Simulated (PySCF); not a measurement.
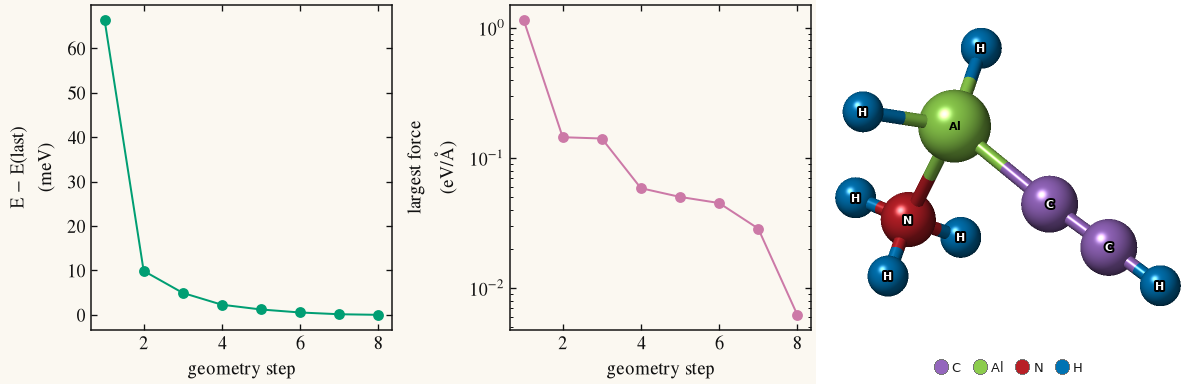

Beside the plot: the molecule at the start.

History of a geometry optimisation.

The run: C2H6AlN (SMILES C#[C][AlH2-][NH3+]), by PySCF, PBE0-D3(BJ)/def2-SVP, geometry optimisation.

> How did it end, and what did it gain?

The optimisation met its thresholds at geometry 8, counting the start as the first. The energy fell by about 66 meV from the first step to the last. The largest force goes from about 1.2 eV/Å at the start to 6 × 10⁻³ eV/Å at the end.

> By which step was nine tenths of the energy gained?

By step 3 of 8.
